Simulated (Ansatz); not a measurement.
**AlClO (SMILES [O]=[Al][Cl]): FCI/STO-3G**

What is the electronic atomisation energy of AlClO at FCI/STO-3G? 

The calculation is run with Ansatz 0.2.0.

66 further runs of the same task are left out: 6 that didn't finish, 60 set aside as unsound or not needed.

## (1) The system as given

AlClO has 3 atoms, charge 0, and is taken as a singlet. As SMILES, `[O]=[Al][Cl]`. Geometry: a GFN2-xTB relaxation, a rough one for these elements and not checked as a minimum.

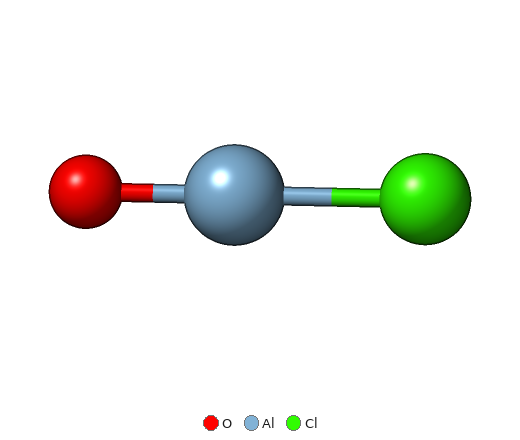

The structure, seen from a chosen angle (oxygen red, aluminium light blue, chlorine green).

## (2) The energy at FCI/STO-3G

The input, input.yaml:

```yaml
basis:
  gaussian: {orbitals: STO-3G}
crystal:
  periodic: [false, false, false]
  atoms:
    - {symbol: O, position_ang: [0.107470, 1.694260, 0.245960]}
    - {symbol: Al, position_ang: [0.009340, 0.147220, 0.021380]}
    - {symbol: Cl, position_ang: [-0.116820, -1.841490, -0.267330]}
correlation: {method: fci, frozen_orbitals: {Al: 5, Cl: 5, O: 1}}
accuracy: high
```

The run is started by

```sh
$ ansatz run input.yaml --threads 1 --pin off --max-ram 2610MiB --events-out events.jsonl --progress --plain --runs-dir runs
```

Log:

```text
Warning: RAYON_NUM_THREADS=1 ignored (pool sized by the plan → 1); use --threads N
Functional definition: HF
  name "HF"
  exchange = exact_x
  correlation = 0
396 factors; integrals over basis functions are off by at most 1.7e-8 eV
mean field evaluation 1: about -20876.4119 eV, gradient 3.8e1 eV
mean field evaluation 2: about -20876.4270 eV, gradient 3.8e1 eV
mean field evaluation 4: about -20883.0023 eV, gradient 2.5e0 eV
mean field evaluation 8: about -20883.0355 eV, gradient 6.3e-4 eV
mean field evaluation 16: about -20883.0326 eV, gradient 1.1e-8 eV
mean field -20883.03258244 eV, -767.4372923768 hartree, gradient 1.1e-8 eV, S^2 0.000000; 0 other end points of the search recorded, 0 dependent functions left out
11 core orbitals not correlated: weight in the atoms' cores, before any rotation towards them, 0.999 or more for the frozen orbitals, at most 0.000 for the correlated occupied ones
reference -20883.03258244 eV, -767.4372923768 hartree; 8, 8 occupied and 4, 4 virtual orbitals, 396 factors
state -20886.72693415 eV, -767.5730572981 hartree
Total energy: -20886.72693415 eV, -767.5730572981 hartree
```

Run time: 0.66 s. Hardware: 1 thread of Arm Neoverse V2, shared host.

## (3) The Al atom at the same level

The input, input.yaml:

```yaml
crystal:
  periodic: [false, false, false]
  atoms:
    - {symbol: Al, position_ang: [0.000000, 0.000000, 0.000000]}
basis:
  gaussian:
    orbitals: STO-3G
magnetization:
  spin_polarized: true
  initial_magnetization: 1
correlation:
  method: fci
  frozen_orbitals: {Al: 5}
accuracy: high
```

Run the same way, it converges to -238.88392 Eh (log not shown).

## (4) The Cl atom at the same level

The input, molecule.yaml:

```yaml
crystal:
  periodic: [false, false, false]
  atoms:
    - {symbol: Cl, position_ang: [0.000000, 0.000000, 0.000000]}
basis:
  gaussian: {orbitals: STO-3G}
magnetization: {spin_polarized: true, initial_magnetization: 1}
correlation: {method: fci, frozen_orbitals: {Cl: 5}}
accuracy: high
```

Run the same way, it converges to -454.54219 Eh (log not shown).

## (5) The O atom

The input, run.yaml:

```yaml
crystal:
  periodic: [false, false, false]
  atoms:
    - {symbol: O, position_ang: [0.000000, 0.000000, 0.000000]}
basis:
  gaussian: {orbitals: STO-3G}
magnetization: {spin_polarized: true, initial_magnetization: 2}
correlation: {method: fci, frozen_orbitals: {O: 1}}
accuracy: high
```

Run the same way, it converges to -73.80415 Eh (log not shown).

## (6) What came out

At FCI/STO-3G, 11 core orbitals frozen:

| quantity | value |
| --- | --- |
| molecule: total energy | -767.57306 Eh |
| molecule: correlation energy (11 core orbitals frozen) | -135.8 mEh |
| Al atom: total energy | -238.88392 Eh |
| Al atom: correlation energy (5 core orbitals frozen) | -25.6 mEh |
| Cl atom: total energy | -454.54219 Eh |
| Cl atom: correlation energy (5 core orbitals frozen) | 0.0 mEh |
| O atom: total energy | -73.80415 Eh |
| O atom: correlation energy (1 core orbital frozen) | 0.0 mEh |
| electronic atomisation energy | 9.328 eV |

Taking the molecule apart into free atoms costs 9.33 eV (900 kJ/mol), before zero-point energy and without spin-orbit coupling. In a minimal basis such a difference can be off by several eV, whatever the method.
